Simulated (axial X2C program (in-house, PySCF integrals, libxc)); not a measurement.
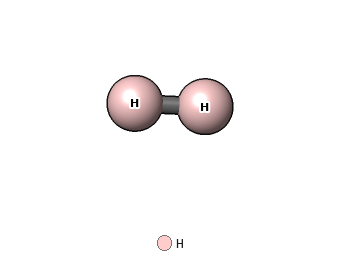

*The molecule at the reference distance of 0.744 Å.*

Relativistic diatomic calculation for H₂

System: H₂, single determinant with M_S = 0 and |Λ| = 0.
Method: HF, spin-free X2C-1e, H dyall-v3z (cores contracted) (axial X2C program (in-house, PySCF integrals, libxc)).

The input:
```
{"zs": [1, 1], "q": 0, "bas": ["dyall-v3z", "dyall-v3z"], "levels": ["PBE0", "HF", "B3LYP", "LDA"], "cc": false, "r0": 0.64, "npts": 10, "nst": 2, "ntry": 6, "opt": {"nrad": 30, "nth": 14}}
```

The line is the task of a batch: nuclear charges, charge, bases, the levels to run, a first guess of the distance and further settings. This report covers HF without spin-orbit coupling. The log is that of the reference distance 0.744 Å.

Hardware: 1 thread of Arm Neoverse N1, 98 GiB of memory available, shared host.

Launched within a batch (the task file carries these settings):
```bash
python <driver script> task.json out
```

Log:
```
spin-free X2C-1e  HF
basis functions 34  fitting functions 190  grid points 588
iter        total energy     max residual
   1         -1.133124292     1.79e-02
   2         -1.133454536     2.55e-03
   3         -1.133465385     1.84e-04
   4         -1.133465586     1.53e-05
   5         -1.133465588     1.17e-06
converged
one-electron -2.50209900  Coulomb 1.31474743  exact exchange -0.65737372  xc functional 0.00000000  nuclear repulsion 0.71125969
```

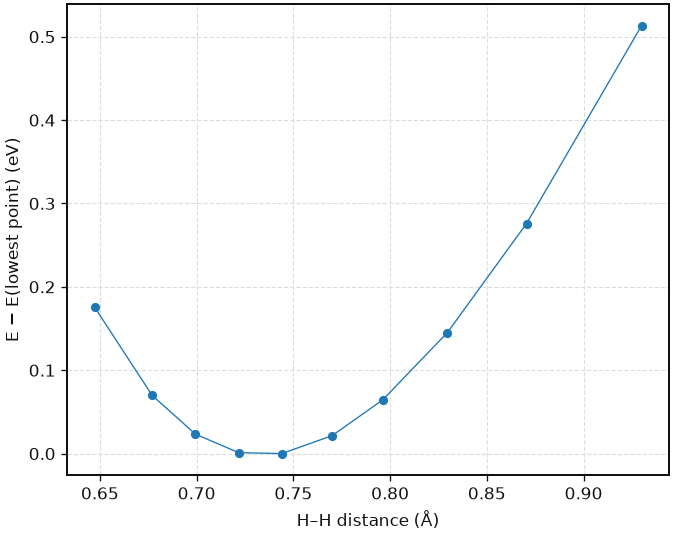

*Energy at 10 bond lengths, for one set of occupations held fixed; the line joins the points.*

A polynomial of degree 6 through 9 points gives rₑ = 0.734 Å, ωₑ = 4585 cm⁻¹, ωₑxₑ = 110 cm⁻¹ and Bₑ = 62.09 cm⁻¹. The minimum lies 3.63 eV below H + H, each computed as one determinant at the same level.

Outcome:

- outcome: converged
- bond length rₑ: 0.734 Å
- ωₑ: 4585 cm⁻¹
- energy at the minimum: −1.13354 hartree
- depth below the fragments: 3.63 eV

What is odd here:

One thing in this input was made odd on purpose: coarse grid (nrad = 30.0) (nth = 14.0). The program ran to the end. Its numbers are those of the input as typed; this run alone doesn't show how far the oddity moves them. Hartree–Fock lacks correlation, so it usually binds too weakly.
